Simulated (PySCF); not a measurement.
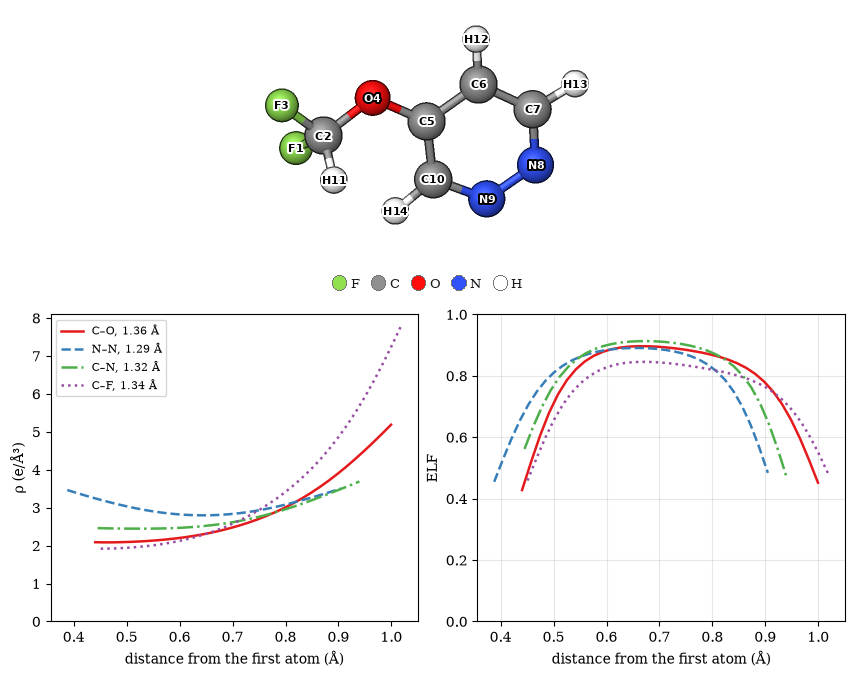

*C5H4F2N2O (SMILES FC(F)Oc1ccnnc1). Electron density and electron localisation function along straight lines between neighbouring atoms. The curves leave out the atomic cores. The structure is drawn too.*

Geometry: GFN2-xTB, NEB image 0 of 0 to 8.

Method: PBE0/pcSseg-1, SCF density, gas phase, non-relativistic (PySCF 2.14.0).

```tsv
atom	x (Å)	y (Å)	z (Å)
F	2.8148	-0.4935	0.1388
C	2.1912	0.5002	-0.5376
F	3.0626	1.5093	-0.6189
O	1.1036	0.9583	0.1285
C	-0.0433	0.2017	0.1429
C	-1.1942	0.7933	0.6439
C	-2.3448	0.0140	0.6427
N	-2.3693	-1.2265	0.1910
N	-1.2905	-1.7780	-0.2593
C	-0.1466	-1.1228	-0.2928
H	1.9810	0.1280	-1.5591
H	-1.1762	1.8069	1.0089
H	-3.2845	0.3973	1.0125
H	0.6955	-1.6887	-0.6636
```

### Compare the contacts.

C–O (1.36 Å): ρ is about 2.4 e/Å³ halfway, with its minimum of 2.1 e/Å³ about 0.5 Å from C; the ELF peaks at about 0.90 between the atoms: a shared but strongly polarised pair.
N–N (1.29 Å): ρ at the midpoint is about 2.8 e/Å³; the ELF peaks at about 0.90 between the atoms: a covalent bond.
C–N (1.32 Å): ρ at the midpoint is about 2.5 e/Å³; the ELF peaks at about 0.90 between the atoms: localised, covalent bonding.
C–F (1.34 Å): the density is about 2.4 e/Å³ at the midpoint; the ELF peaks at about 0.85 between the atoms: a shared but strongly polarised pair.
